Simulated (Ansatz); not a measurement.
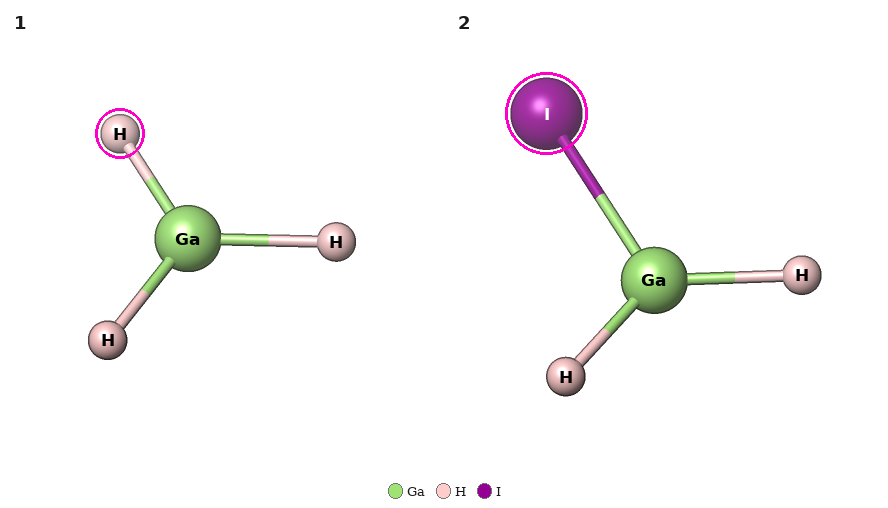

2 molecules with one skeleton, seen from the same side and at one scale; the atom that differs is circled. Charge 0, singlet. Computed geometries: PBE0-D4/def2-TZVP optimisations, one conformation each. Properties computed with Ansatz 0.2.0. Elements past Kr carry core potentials.

One atom differs, called X below: H in panel 1, I in panel 2. Their formulas are GaH3 (`[GaH3]`), GaH2I (`[GaH2][I]`).

### In which is the HOMO energy (Kohn–Sham orbital) higher (PBE0-D4/def2-QZVPP)?

In panel 2 (X = I).

### In which is the HOMO–LUMO gap larger (PBE0-D4/def2-QZVPP)?

In panel 1 (X = H).

Give the values. With PBE0-D4/def2-TZVP: length of X–Ga (Å), mean angle X–Ga–H (°). With PBE0-D4/def2-QZVPP: HOMO energy (Kohn–Sham orbital) (eV), HOMO–LUMO gap (eV). With PBE-D4/def2-TZVPP: dipole moment (D), vertical ionisation energy (eV).

```tsv
quantity	1 (H)	2 (I)	2 − 1
length of X–Ga (Å)	1.568	2.491	+0.923
mean angle X–Ga–H (°)	120.0	115.9	−4.1
HOMO energy (Kohn–Sham orbital) (eV)	−8.59	−7.48	+1.11
HOMO–LUMO gap (eV)	6.74	5.46	−1.28
dipole moment (D)	0.00	1.34	+1.34
vertical ionisation energy (eV)	10.98	9.46	−1.52
```
